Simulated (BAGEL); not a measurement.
# RI-MP2/def2-SVP (density fitting with qzvpp-jkfit) run of CH5FGe (SMILES [CH3][GeH2][F])

What is the energy change on altering one bond length of CH5FGe at RI-MP2/def2-SVP (density fitting with qzvpp-jkfit)? 

The calculation is run with BAGEL 1.2.2.

1 further run of the same task is left out (it didn't finish).

## Step 1: The molecule

The species is CH5FGe (8 atoms), meant as a singlet with charge 0. As SMILES, `[CH3][GeH2][F]`. Geometry: relaxed at PBE0-D4/def2-TZVP.

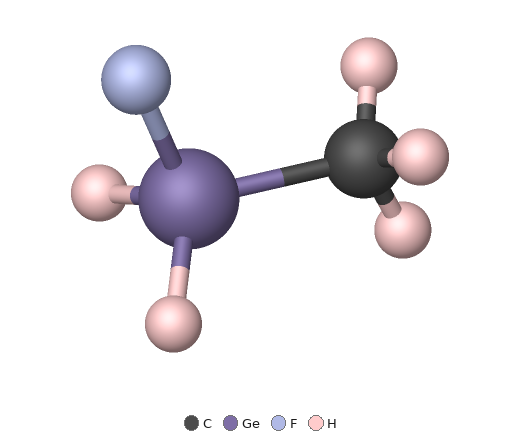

Viewed from a chosen angle; carbon dark grey, germanium purple, fluorine light blue, hydrogen pink.

## Step 2: A single-point energy at RI-MP2/def2-SVP (density fitting with qzvpp-jkfit)

input.json reads:

```json
{ "bagel": [

{
  "title": "molecule",
  "basis": "svp",
  "df_basis": "qzvpp-jkfit",
  "angstrom": true,
  "geometry": [
    { "atom": "C", "xyz": [   -0.598200,    0.789100,   -0.332100 ] },
    { "atom": "Ge", "xyz": [    0.468300,   -0.734500,    0.207400 ] },
    { "atom": "F", "xyz": [    1.437000,   -0.203900,    1.562200 ] },
    { "atom": "H", "xyz": [   -1.229500,    0.526100,   -1.183100 ] },
    { "atom": "H", "xyz": [    0.052600,    1.615500,   -0.619000 ] },
    { "atom": "H", "xyz": [   -1.235200,    1.108200,    0.493200 ] },
    { "atom": "H", "xyz": [    1.473200,   -1.188800,   -0.864100 ] },
    { "atom": "H", "xyz": [   -0.368100,   -1.911600,    0.735600 ] }
  ]
},
{ "title": "hf", "charge": 0 },
{ "title": "mp2", "charge": 0, "ncore": 11 }

]}
```

Command:

```
BAGEL_NUM_THREADS=1 BAGEL input.json > input.out
```

Output:

```text
* using 1 threads per process

  ===============================================================
  ===============================================================

  *** Geometry ***

  { "atom" : "C", "xyz" : [     -1.130434,      1.491183,     -0.627578 ] },
  { "atom" : "Ge", "xyz" : [      0.884959,     -1.388004,      0.391929 ] },
  { "atom" : "F", "xyz" : [      2.715536,     -0.385315,      2.952130 ] },
  { "atom" : "H", "xyz" : [     -2.323418,      0.994185,     -2.235735 ] },
  { "atom" : "H", "xyz" : [      0.099400,      3.052853,     -1.169740 ] },
  { "atom" : "H", "xyz" : [     -2.334190,      2.094194,      0.932013 ] },
  { "atom" : "H", "xyz" : [      2.783945,     -2.246506,     -1.632912 ] },
  { "atom" : "H", "xyz" : [     -0.695608,     -3.612400,      1.390083 ] },

  Number of auxiliary basis functions:      508

  Since a DF basis is specified, we compute 2- and 3-index integrals:
    o Being stored without compression. Storage requirement is 0.029 GB

  Number of basis functions:       85
  Number of electrons      :       52

    * METHOD: MOLECULE                             0.22

  *** RHF ***

  === Nuclear Repulsion ===
   212.2925571921

      * DIIS with orbital gradients will be used.

  === RHF iteration (svp) ===
      0      -2215.06801153          0.01741529           0.07
      1      -2215.18867562          0.01064922           0.07
      2      -2215.24639907          0.00146444           0.07
      3      -2215.24770056          0.00053988           0.07
      4      -2215.24785975          0.00006284           0.07
      5      -2215.24786387          0.00001568           0.07
      6      -2215.24786412          0.00000488           0.07
      7      -2215.24786414          0.00000191           0.07
      8      -2215.24786414          0.00000053           0.07
      9      -2215.24786414          0.00000014           0.07
     10      -2215.24786414          0.00000003           0.07
     11      -2215.24786414          0.00000001           0.07
     12      -2215.24786414          0.00000000           0.07
    * SCF iteration converged.

    * Permanent dipole moment:
           (    0.702500,     0.049174,     0.830725) a.u.

    * METHOD: HF                                   1.07

  *** RHF ***

  === Nuclear Repulsion ===
   212.2925571921

      * DIIS with orbital gradients will be used.

  === RHF iteration (svp) ===
      0      -2215.24786414          0.00000000           0.06
    * SCF iteration converged.

    * Permanent dipole moment:
           (    0.702500,     0.049174,     0.830725) a.u.

  === DF-MP2 calculation ===

    * freezing 11 orbitals
    * 3-index integral transformation done
    * assembly done

      MP2 correlation energy:   -0.5668752196      0.04

      MP2 total energy:       -2215.8147393639

    * METHOD: MP2                                  0.19

  ===============================================================
```

Wall time 1.6 s (1 thread of Arm Neoverse V2, shared host); peak memory 0.13 GiB.

## Step 3: The distorted shape at the same level

mp2.json reads:

```json
{ "bagel": [

{
  "title": "molecule",
  "basis": "svp",
  "df_basis": "qzvpp-jkfit",
  "angstrom": true,
  "geometry": [
    { "atom": "C", "xyz": [   -1.451394,    2.007972,   -0.763697 ] },
    { "atom": "Ge", "xyz": [    0.468300,   -0.734500,    0.207400 ] },
    { "atom": "F", "xyz": [    1.437000,   -0.203900,    1.562200 ] },
    { "atom": "H", "xyz": [   -2.082694,    1.744972,   -1.614697 ] },
    { "atom": "H", "xyz": [   -0.800594,    2.834372,   -1.050597 ] },
    { "atom": "H", "xyz": [   -2.088394,    2.327072,    0.061603 ] },
    { "atom": "H", "xyz": [    1.473200,   -1.188800,   -0.864100 ] },
    { "atom": "H", "xyz": [   -0.368100,   -1.911600,    0.735600 ] }
  ]
},
{
  "title": "hf"
},
{
  "title": "mp2",
  "ncore": 11
}

]}
```

Command:

```
BAGEL_NUM_THREADS=1 BAGEL mp2.json > mp2.out
```

Output:

```text
* using 1 threads per process

  ===============================================================
  ===============================================================

  *** Geometry ***

  { "atom" : "C", "xyz" : [     -2.742737,      3.794517,     -1.443178 ] },
  { "atom" : "Ge", "xyz" : [      0.884959,     -1.388004,      0.391929 ] },
  { "atom" : "F", "xyz" : [      2.715536,     -0.385315,      2.952130 ] },
  { "atom" : "H", "xyz" : [     -3.935721,      3.297519,     -3.051335 ] },
  { "atom" : "H", "xyz" : [     -1.512903,      5.356187,     -1.985341 ] },
  { "atom" : "H", "xyz" : [     -3.946493,      4.397529,      0.116413 ] },
  { "atom" : "H", "xyz" : [      2.783945,     -2.246506,     -1.632912 ] },
  { "atom" : "H", "xyz" : [     -0.695608,     -3.612400,      1.390083 ] },

  Number of auxiliary basis functions:      508

  Since a DF basis is specified, we compute 2- and 3-index integrals:
    o Being stored without compression. Storage requirement is 0.029 GB

  Number of basis functions:       85
  Number of electrons      :       52

    * METHOD: MOLECULE                             0.21

  *** RHF ***

  === Nuclear Repulsion ===
   176.3081352962

      * DIIS with orbital gradients will be used.

  === RHF iteration (svp) ===
      0      -2214.73844888          0.02182693           0.07
      1      -2214.83786212          0.02109149           0.06
      2      -2215.07182296          0.00217188           0.07
      3      -2215.07623158          0.00135571           0.07
      4      -2215.07742620          0.00029236           0.07
      5      -2215.07754243          0.00017515           0.07
      6      -2215.07756195          0.00006449           0.06
      7      -2215.07756589          0.00000875           0.07
      8      -2215.07756597          0.00000472           0.07
      9      -2215.07756598          0.00000104           0.07
     10      -2215.07756599          0.00000027           0.07
     11      -2215.07756599          0.00000015           0.07
     12      -2215.07756599          0.00000005           0.07
     13      -2215.07756599          0.00000002           0.07
     14      -2215.07756599          0.00000001           0.07
    * SCF iteration converged.

    * Permanent dipole moment:
           (    0.656161,     0.113028,     0.806419) a.u.

    * METHOD: HF                                   1.19

  *** RHF ***

  === Nuclear Repulsion ===
   176.3081352962

      * DIIS with orbital gradients will be used.

  === RHF iteration (svp) ===
      0      -2215.07756599          0.00000000           0.06
    * SCF iteration converged.

    * Permanent dipole moment:
           (    0.656161,     0.113029,     0.806419) a.u.

  === DF-MP2 calculation ===

    * freezing 11 orbitals
    * 3-index integral transformation done
    * assembly done

      MP2 correlation energy:   -0.5852240038      0.04

      MP2 total energy:       -2215.6627899891

    * METHOD: MP2                                  0.19

  ===============================================================
```

It took 1.8 s on 1 thread of Arm Neoverse V2, shared host; peak memory 0.13 GiB.

## Step 4: What came out

Level: RI-MP2/def2-SVP (density fitting with qzvpp-jkfit), 11 core orbitals frozen.

```
                                                          quantity           value
                                         first shape: total energy  -2215.81474 Eh
         first shape: correlation energy (11 core orbitals frozen)      -566.9 mEh
                                     distorted shape: total energy  -2215.66279 Eh
     distorted shape: correlation energy (11 core orbitals frozen)      -585.2 mEh
energy change with the C1–Ge2 bond stretched from 1.936 to 3.486 Å        4.135 eV
```

In words: One bond (distorted shape) is far stretched, which a spin-restricted single reference describes badly; perturbation theory on it can break down and give far too much correlation. With the C1–Ge2 bond stretched from 1.936 to 3.486 Å the energy rises by 4.13 eV (95 kcal/mol). The first shape isn't relaxed at this level, so the change isn't measured from a minimum. A restricted reference can't describe the breaking bond well at this length.
